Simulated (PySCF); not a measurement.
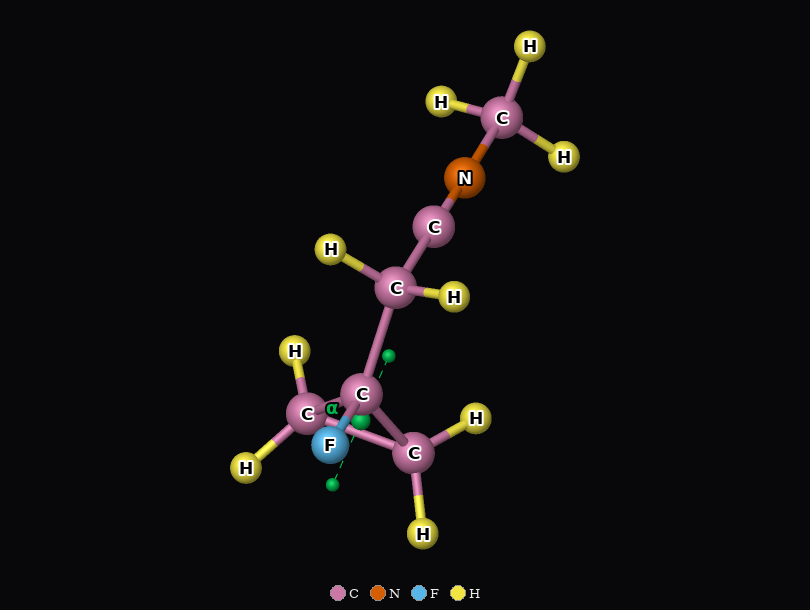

The small points mark where nucleus-independent chemical shifts (NICS) were computed: at the centre of each lettered ring and 1 Å above and below it. Charge +1, singlet. Geometry: an end point of a reaction path computed with GFN2-xTB. Properties computed with GIAO PBE0/pcSseg-1 NMR shielding, non-relativistic, gas phase (PySCF 2.14.0).

Give NICS(0), NICS(1) and the out-of-plane component NICS(1)zz for each ring (means of the two sides).

```csv
ring,members,NICS(0),NICS(1),NICS(1)zz
α,C3,−38.8,−7.8,−20.2
```

Values in ppm.
